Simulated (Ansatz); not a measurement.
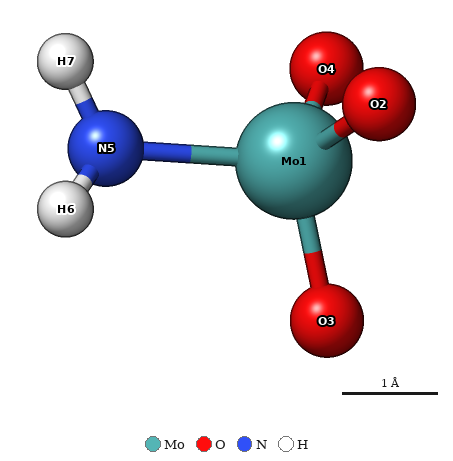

The input geometry (ball-and-stick view, seen at a tilt; atoms are numbered from 1 in the order of the input). Sticks mark near contacts. Bond lengths as drawn: H–N 1.02 Å, Mo–N 2.01 Å and Mo–O 1.74 Å.

**Molecular dynamics, with input and output: MoNH2O3 (charge −1)**

The run: molecular dynamics of MoNH2O3, charge −1. Method and program: UKS revPBE-d4/def2-SVP (Ansatz 0.2.0).

The geometry comes from this level: r2SCAN-D4/def2-SVPD. Figures and captions count atoms from 1; the log counts them from 0 in places.

Input
```yaml
crystal:
  periodic: [false, false, false]
  atoms:
    - {symbol: Mo, position_ang: [0.366636, 0.647384, 0.221481]}
    - {symbol: O, position_ang: [0.323391, 0.584120, 1.958791]}
    - {symbol: O, position_ang: [2.011022, 0.595058, -0.335435]}
    - {symbol: O, position_ang: [-0.482202, 2.056661, -0.336012]}
    - {symbol: N, position_ang: [-0.557736, -0.951411, -0.573140]}
    - {symbol: H, position_ang: [-0.104991, -1.859303, -0.510155]}
    - {symbol: H, position_ang: [-1.556120, -1.072509, -0.425530]}
basis:
  gaussian: {orbitals: def2-SVP}
total_charge: -1
magnetization: {spin_polarized: true, initial_magnetization: 0}
hamiltonian: {xc: {name: revPBE}, dispersion: d4}
md: {timestep: 0.5 fs, n_steps: 15, ensemble: nve, temperature: 500, initial_velocities: maxwell_boltzmann, seed: 859}
scf: {omitted_lower_state_checks: [starts]}
```

Run on 4 threads of Arm Neoverse V2, 95 GiB of memory available, shared host.

Command:
```bash
ansatz run in.yaml --threads 4 --pin off --events-out ev --progress --plain --max-ram 3916MiB
```

Log
```
Functional definition: revPBE
  name "revPBE"
  cite "Zhang & Yang, Phys. Rev. Lett. 80, 890 (1998) doi:10.1103/PhysRevLett.80.890"
  cite "Perdew, Burke & Ernzerhof, Phys. Rev. Lett. 77, 3865 (1996) doi:10.1103/PhysRevLett.77.3865"
  parameter kappa = 1.245
  parameter beta = 0.06672455060314922
  exchange = pbe_x(kappa = kappa, mu = beta*pi^2/3)
  correlation = pbe_c(beta = beta)
these checks for a lower state are left out or cut short: starts
1020 factors; their error is unknown
mean field evaluation 1: about -9503.4080 eV, gradient 6.5e1 eV
mean field evaluation 2: about -9308.9488 eV, gradient 2.1e2 eV
mean field evaluation 4: about -9517.9236 eV, gradient 1.9e1 eV
mean field evaluation 8: about -9519.3361 eV, gradient 2.9e-1 eV
mean field evaluation 16: about -9519.3009 eV, gradient 5.8e-4 eV
mean field -9519.30091594 eV, -349.8278562469 hartree, gradient 1.4e-5 eV, S^2 0.000000; 0 other end points of the search recorded, 0 dependent functions left out
the calculation of the forces begins
reference -9519.30099338 eV, -349.8278590929 hartree; 24, 24 occupied and 73, 73 virtual orbitals, 1020 factors
md step     0: t =     0.00 fs  T =   500.0 K  F+E_penalty+E_count = -9519.85451272 eV  E_kin = 0.323150 eV  conserved = -9519.53136273 eV  (32 SCF iters)
these checks for a lower state are left out or cut short: starts, cluster_reference, orbital_swaps, neighbouring_geometries, increment
1020 factors; their error is unknown
mean field -9519.29983668 eV, -349.8278165850 hartree, gradient 2.0e-5 eV, S^2 0.000000; 0 other end points of the search recorded, 0 dependent functions left out
[... from here on the field's lines of each further geometry are left out, up to the last ...]
md step     1: t =     0.50 fs  T =   498.9 K  F+E_penalty+E_count = -9519.85384917 eV  E_kin = 0.322449 eV  conserved = -9519.53140002 eV  (35 SCF iters, 5 dispersion substeps)
md step     2: t =     1.00 fs  T =   493.0 K  F+E_penalty+E_count = -9519.85002808 eV  E_kin = 0.318656 eV  conserved = -9519.53137182 eV  (35 SCF iters, 5 dispersion substeps)
md step     3: t =     1.50 fs  T =   483.0 K  F+E_penalty+E_count = -9519.84343789 eV  E_kin = 0.312142 eV  conserved = -9519.53129557 eV  (35 SCF iters, 5 dispersion substeps)
md step     4: t =     2.00 fs  T =   470.4 K  F+E_penalty+E_count = -9519.83523636 eV  E_kin = 0.304035 eV  conserved = -9519.53120116 eV  (35 SCF iters, 5 dispersion substeps)
md step     5: t =     2.50 fs  T =   457.6 K  F+E_penalty+E_count = -9519.82688699 eV  E_kin = 0.295768 eV  conserved = -9519.53111899 eV  (35 SCF iters, 5 dispersion substeps)
md step     6: t =     3.00 fs  T =   446.5 K  F+E_penalty+E_count = -9519.81967491 eV  E_kin = 0.288603 eV  conserved = -9519.53107240 eV  (35 SCF iters, 5 dispersion substeps)
md step     7: t =     3.50 fs  T =   438.3 K  F+E_penalty+E_count = -9519.81433026 eV  E_kin = 0.283256 eV  conserved = -9519.53107384 eV  (35 SCF iters, 5 dispersion substeps)
md step     8: t =     4.00 fs  T =   432.8 K  F+E_penalty+E_count = -9519.81082868 eV  E_kin = 0.279706 eV  conserved = -9519.53112230 eV  (35 SCF iters, 5 dispersion substeps)
md step     9: t =     4.50 fs  T =   428.9 K  F+E_penalty+E_count = -9519.80841109 eV  E_kin = 0.277209 eV  conserved = -9519.53120217 eV  (35 SCF iters, 5 dispersion substeps)
md step    10: t =     5.00 fs  T =   424.8 K  F+E_penalty+E_count = -9519.80583992 eV  E_kin = 0.274555 eV  conserved = -9519.53128452 eV  (35 SCF iters, 5 dispersion substeps)
md step    11: t =     5.50 fs  T =   418.6 K  F+E_penalty+E_count = -9519.80186045 eV  E_kin = 0.270526 eV  conserved = -9519.53133418 eV  (35 SCF iters, 5 dispersion substeps)
md step    12: t =     6.00 fs  T =   409.1 K  F+E_penalty+E_count = -9519.79574696 eV  E_kin = 0.264423 eV  conserved = -9519.53132375 eV  (34 SCF iters, 5 dispersion substeps)
md step    13: t =     6.50 fs  T =   396.8 K  F+E_penalty+E_count = -9519.78771266 eV  E_kin = 0.256462 eV  conserved = -9519.53125035 eV  (35 SCF iters, 5 dispersion substeps)
md step    14: t =     7.00 fs  T =   383.4 K  F+E_penalty+E_count = -9519.77893268 eV  E_kin = 0.247788 eV  conserved = -9519.53114441 eV  (35 SCF iters, 5 dispersion substeps)
the calculation of the forces begins
reference -9519.21493526 eV, -349.8246965152 hartree; 24, 24 occupied and 73, 73 virtual orbitals, 1020 factors
these checks for a lower state are left out or cut short: starts
1020 factors; their error is unknown
mean field -9519.21485802 eV, -349.8246936766 hartree, gradient 2.2e-5 eV, S^2 0.000000; 0 other end points of the search recorded, 0 dependent functions left out
the calculation of the forces begins
reference -9519.21493526 eV, -349.8246965152 hartree; 24, 24 occupied and 73, 73 virtual orbitals, 1020 factors
md step    15: t =     7.50 fs  T =   371.4 K  F+E_penalty+E_count = -9519.77106331 eV  E_kin = 0.240005 eV  conserved = -9519.53105843 eV  (16 SCF iters, 5 dispersion substeps)
```

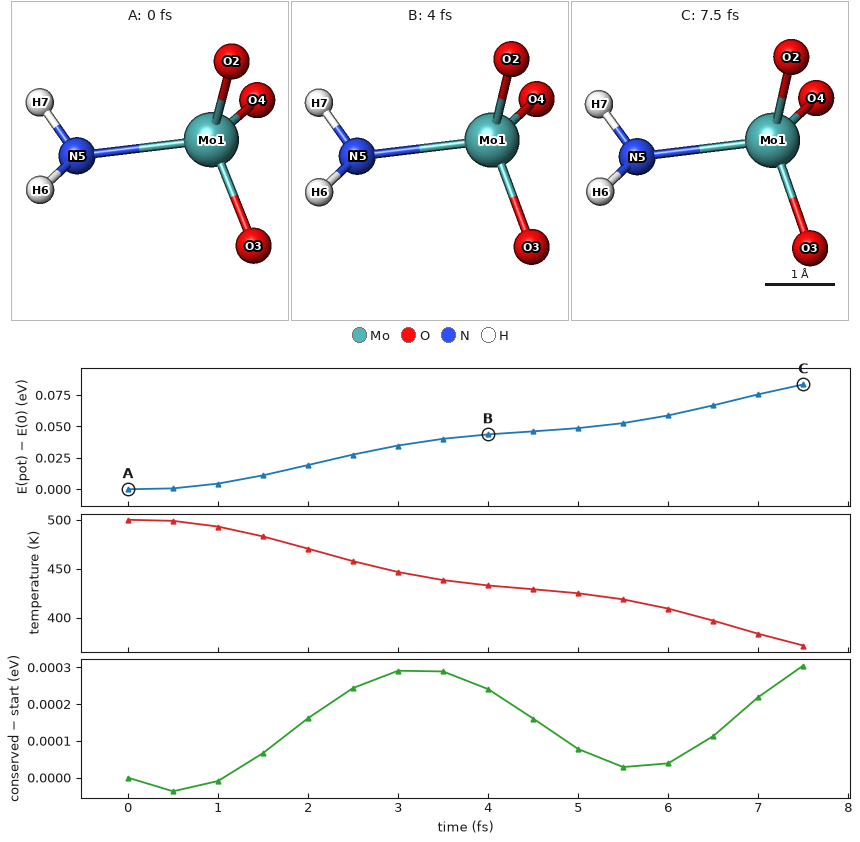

Frames of the molecular dynamics (ball-and-stick, seen at a tilt) above the curves, on which the letters mark them. The trajectory kept here has 16 frames over 7.5 fs. The temperature starts at 500 K, ranges from 371 to 500 K and averages 408 K over the second half. The potential energy ends 0.083 eV above its first value. The conserved quantity stays within 0.00034 eV. After an unweighted best fit of the last frame on the first, the root-mean-square displacement is 0.05 Å.

```
Total energy: -9519.77114056 eV, -349.8451366829 hartree
Atom 0 at     0.384372     0.652309     0.227026 Å, force    -1.246120    -1.033885     0.041899 eV/Å
Atom 1 at     0.242639     0.615300     1.961268 Å, force     0.451342    -0.161302     0.572930 eV/Å
Atom 2 at     1.990574     0.561063    -0.400122 Å, force     1.194035     0.090534    -0.063491 eV/Å
Atom 3 at    -0.498043     2.032987    -0.293121 Å, force    -0.445097     0.994496    -0.597724 eV/Å
Atom 4 at    -0.546090    -0.954741    -0.583355 Å, force    -0.324615     1.021113    -0.095853 eV/Å
Atom 5 at    -0.100045    -1.851934    -0.550759 Å, force     0.468102    -0.913230     0.050970 eV/Å
Atom 6 at    -1.553494    -1.082011    -0.464150 Å, force    -0.097647     0.002274     0.091270 eV/Å
Dipole moment:    -0.286322    -0.570856    -0.124992 e Å
Checks for a lower state left out: starts
```

Trajectory as extended XYZ (Å, eV, eV/Å), 16 frames, from step=0 to step=15
```
7
Properties=species:S:1:pos:R:3:forces:R:3 step=0 time_fs=0.0 energy=-9519.85451 temperature=500.0
Mo    0.3666    0.6474    0.2215   -0.0800  -0.1479  -0.1285
O     0.3234    0.5841    1.9588   -0.0126  -0.0186   0.4609
O     2.0110    0.5951   -0.3354    0.4298  -0.0276  -0.1247
O    -0.4822    2.0567   -0.3360   -0.2390   0.3602  -0.1230
N    -0.5577   -0.9514   -0.5731    0.1328   0.2655  -0.2173
H    -0.1050   -1.8593   -0.5102    0.1510  -0.3628   0.0536
H    -1.5561   -1.0725   -0.4255   -0.3820  -0.0688   0.0790
7
Properties=species:S:1:pos:R:3:forces:R:3 step=1 time_fs=0.5 energy=-9519.85385 temperature=498.9
Mo    0.3679    0.6478    0.2219   -0.1845  -0.2473  -0.1227
O     0.3178    0.5863    1.9583    0.0202  -0.0270   0.5081
O     2.0087    0.5928   -0.3396    0.5333  -0.0187  -0.1340
O    -0.4828    2.0543   -0.3328   -0.2754   0.4437  -0.1703
N    -0.5572   -0.9511   -0.5737    0.2659  -0.0091  -0.1987
H    -0.1001   -1.8657   -0.5132   -0.0112  -0.0619   0.0376
H    -1.5567   -1.0721   -0.4290   -0.3483  -0.0797   0.0800
7
Properties=species:S:1:pos:R:3:forces:R:3 step=2 time_fs=1.0 energy=-9519.85003 temperature=493.0
Mo    0.3692    0.6482    0.2222   -0.2868  -0.3436  -0.1137
O     0.3123    0.5884    1.9579    0.0529  -0.0353   0.5508
O     2.0065    0.5905   -0.3438    0.6328  -0.0100  -0.1428
O    -0.4835    2.0520   -0.3296   -0.3103   0.5241  -0.2166
N    -0.5565   -0.9508   -0.5742    0.3544  -0.2772  -0.1781
H    -0.0952   -1.8722   -0.5162   -0.1681   0.2275   0.0244
H    -1.5580   -1.0720   -0.4322   -0.2749  -0.0856   0.0760
7
Properties=species:S:1:pos:R:3:forces:R:3 step=3 time_fs=1.5 energy=-9519.84344 temperature=483.0
Mo    0.3705    0.6487    0.2226   -0.3866  -0.4359  -0.1021
O     0.3068    0.5906    1.9576    0.0853  -0.0437   0.5886
O     2.0044    0.5882   -0.3480    0.7274  -0.0015  -0.1508
O    -0.4843    2.0499   -0.3264   -0.3432   0.6007  -0.2615
N    -0.5559   -0.9506   -0.5748    0.3916  -0.5106  -0.1569
H    -0.0908   -1.8782   -0.5191   -0.3047   0.4772   0.0147
H    -1.5600   -1.0720   -0.4353   -0.1699  -0.0863   0.0680
7
Properties=species:S:1:pos:R:3:forces:R:3 step=4 time_fs=2.0 energy=-9519.83524 temperature=470.4
Mo    0.3717    0.6491    0.2230   -0.4836  -0.5235  -0.0888
O     0.3012    0.5927    1.9573    0.1176  -0.0522   0.6211
O     2.0024    0.5859   -0.3522    0.8161   0.0068  -0.1575
O    -0.4851    2.0478   -0.3233   -0.3735   0.6727  -0.3047
N    -0.5551   -0.9504   -0.5754    0.3788  -0.6895  -0.1366
H    -0.0870   -1.8831   -0.5219   -0.4100   0.6678   0.0089
H    -1.5625   -1.0722   -0.4382   -0.0453  -0.0820   0.0577
7
Properties=species:S:1:pos:R:3:forces:R:3 step=5 time_fs=2.5 energy=-9519.82689 temperature=457.6
Mo    0.3730    0.6495    0.2234   -0.5777  -0.6057  -0.0744
O     0.2957    0.5948    1.9572    0.1495  -0.0609   0.6478
O     2.0005    0.5836   -0.3564    0.8979   0.0148  -0.1626
O    -0.4859    2.0457   -0.3202   -0.4008   0.7391  -0.3458
N    -0.5543   -0.9504   -0.5761    0.3232  -0.8015  -0.1182
H    -0.0843   -1.8863   -0.5248   -0.4775   0.7878   0.0067
H    -1.5650   -1.0727   -0.4410    0.0855  -0.0736   0.0466
7
Properties=species:S:1:pos:R:3:forces:R:3 step=6 time_fs=3.0 energy=-9519.81968 temperature=446.5
Mo    0.3742    0.6498    0.2237   -0.6684  -0.6818  -0.0595
O     0.2902    0.5969    1.9571    0.1811  -0.0698   0.6684
O     1.9988    0.5813   -0.3607    0.9719   0.0225  -0.1658
O    -0.4868    2.0439   -0.3172   -0.4247   0.7995  -0.3846
N    -0.5534   -0.9505   -0.5767    0.2350  -0.8395  -0.1023
H    -0.0827   -1.8877   -0.5276   -0.5035   0.8313   0.0074
H    -1.5674   -1.0733   -0.4436    0.2087  -0.0621   0.0363
7
Properties=species:S:1:pos:R:3:forces:R:3 step=7 time_fs=3.5 energy=-9519.81433 temperature=438.3
Mo    0.3754    0.6502    0.2241   -0.7553  -0.7514  -0.0448
O     0.2848    0.5990    1.9572    0.2124  -0.0791   0.6829
O     1.9972    0.5791   -0.3650    1.0373   0.0300  -0.1668
O    -0.4878    2.0421   -0.3142   -0.4448   0.8530  -0.4207
N    -0.5525   -0.9507   -0.5774    0.1251  -0.8006  -0.0895
H    -0.0823   -1.8871   -0.5304   -0.4868   0.7969   0.0107
H    -1.5692   -1.0741   -0.4462    0.3123  -0.0488   0.0281
7
Properties=species:S:1:pos:R:3:forces:R:3 step=8 time_fs=4.0 energy=-9519.81083 temperature=432.8
Mo    0.3767    0.6505    0.2245   -0.8379  -0.8139  -0.0306
O     0.2793    0.6011    1.9573    0.2433  -0.0888   0.6910
O     1.9958    0.5768   -0.3693    1.0934   0.0374  -0.1651
O    -0.4888    2.0404   -0.3113   -0.4608   0.8992  -0.4539
N    -0.5516   -0.9511   -0.5781    0.0038  -0.6854  -0.0802
H    -0.0830   -1.8846   -0.5332   -0.4283   0.6864   0.0158
H    -1.5703   -1.0749   -0.4487    0.3865  -0.0350   0.0230
7
Properties=species:S:1:pos:R:3:forces:R:3 step=9 time_fs=4.5 energy=-9519.80841 temperature=428.9
Mo    0.3778    0.6509    0.2248   -0.9154  -0.8691  -0.0173
O     0.2740    0.6032    1.9576    0.2739  -0.0987   0.6926
O     1.9945    0.5745   -0.3736    1.1396   0.0446  -0.1606
O    -0.4899    2.0389   -0.3085   -0.4724   0.9377  -0.4841
N    -0.5507   -0.9516   -0.5788   -0.1193  -0.4985  -0.0745
H    -0.0848   -1.8804   -0.5360   -0.3309   0.5057   0.0223
H    -1.5704   -1.0759   -0.4511    0.4245  -0.0217   0.0216
7
Properties=species:S:1:pos:R:3:forces:R:3 step=10 time_fs=5.0 energy=-9519.80584 temperature=424.8
Mo    0.3790    0.6512    0.2252   -0.9874  -0.9167  -0.0051
O     0.2686    0.6053    1.9579    0.3041  -0.1089   0.6878
O     1.9934    0.5722   -0.3780    1.1755   0.0518  -0.1530
O    -0.4911    2.0376   -0.3057   -0.4795   0.9681  -0.5112
N    -0.5498   -0.9522   -0.5795   -0.2346  -0.2504  -0.0724
H    -0.0874   -1.8750   -0.5387   -0.2006   0.2660   0.0295
H    -1.5696   -1.0769   -0.4535    0.4224  -0.0100   0.0244
7
Properties=species:S:1:pos:R:3:forces:R:3 step=11 time_fs=5.5 energy=-9519.80186 temperature=418.6
Mo    0.3801    0.6514    0.2256   -1.0533  -0.9564   0.0060
O     0.2633    0.6073    1.9584    0.3340  -0.1193   0.6767
O     1.9925    0.5700   -0.3824    1.2008   0.0591  -0.1421
O    -0.4923    2.0364   -0.3030   -0.4819   0.9901  -0.5350
N    -0.5489   -0.9528   -0.5803   -0.3320   0.0413  -0.0736
H    -0.0904   -1.8690   -0.5413   -0.0471  -0.0141   0.0368
H    -1.5677   -1.0779   -0.4559    0.3795  -0.0007   0.0313
7
Properties=species:S:1:pos:R:3:forces:R:3 step=12 time_fs=6.0 energy=-9519.79575 temperature=409.1
Mo    0.3812    0.6517    0.2259   -1.1124  -0.9882   0.0161
O     0.2581    0.6093    1.9590    0.3637  -0.1299   0.6593
O     1.9917    0.5677   -0.3868    1.2152   0.0666  -0.1278
O    -0.4937    2.0353   -0.3004   -0.4797   1.0037  -0.5556
N    -0.5481   -0.9534   -0.5810   -0.4003   0.3499  -0.0776
H    -0.0936   -1.8630   -0.5438    0.1152  -0.3075   0.0434
H    -1.5650   -1.0790   -0.4581    0.2983   0.0054   0.0421
7
Properties=species:S:1:pos:R:3:forces:R:3 step=13 time_fs=6.5 energy=-9519.78771 temperature=396.8
Mo    0.3823    0.6519    0.2263   -1.1644  -1.0117   0.0254
O     0.2529    0.6113    1.9596    0.3931  -0.1404   0.6360
O     1.9911    0.5655   -0.3912    1.2187   0.0743  -0.1099
O    -0.4950    2.0344   -0.2979   -0.4727   1.0089  -0.5729
N    -0.5474   -0.9540   -0.5818   -0.4276   0.6409  -0.0834
H    -0.0965   -1.8578   -0.5462    0.2682  -0.5798   0.0484
H    -1.5615   -1.0800   -0.4603    0.1847   0.0079   0.0564
7
Properties=species:S:1:pos:R:3:forces:R:3 step=14 time_fs=7.0 energy=-9519.77893 temperature=383.4
Mo    0.3834    0.6521    0.2267   -1.2090  -1.0270   0.0339
O     0.2477    0.6133    1.9604    0.4223  -0.1509   0.6071
O     1.9908    0.5633   -0.3957    1.2116   0.0822  -0.0885
O    -0.4965    2.0336   -0.2955   -0.4612   1.0058  -0.5869
N    -0.5467   -0.9544   -0.5826   -0.4039   0.8761  -0.0899
H    -0.0987   -1.8539   -0.5486    0.3917  -0.7929   0.0511
H    -1.5575   -1.0810   -0.4623    0.0484   0.0067   0.0732
7
Properties=species:S:1:pos:R:3:forces:R:3 step=15 time_fs=7.5 energy=-9519.77106 temperature=371.4
Mo    0.3844    0.6523    0.2270   -1.2461  -1.0339   0.0419
O     0.2426    0.6153    1.9613    0.4513  -0.1613   0.5729
O     1.9906    0.5611   -0.4001    1.1940   0.0905  -0.0635
O    -0.4980    2.0330   -0.2931   -0.4451   0.9945  -0.5977
N    -0.5461   -0.9547   -0.5834   -0.3246   1.0211  -0.0959
H    -0.1000   -1.8519   -0.5508    0.4681  -0.9132   0.0510
H    -1.5535   -1.0820   -0.4642   -0.0976   0.0023   0.0913
```

Key numbers

```tsv
quantity	value
outcome	finished
mean temperature over the second half	408 K
trajectory	15 steps, 7.5 fs
ensemble	nve
temperature in the input	500 K
time step	0.5 fs
potential energy (last step)	−9519.7711 eV
mean-field energy (last step)	−9519.2149 eV
dispersion energy (last step)	−0.5562 eV
SCF solution under orbital rotations (last step)	stable
largest force (length of the vector) (last step)	1.620 eV/Å
wall time	27 s (CPU time 100 s)
peak memory	0.43 GiB
```

Notes

So short a trajectory is not equilibrated.
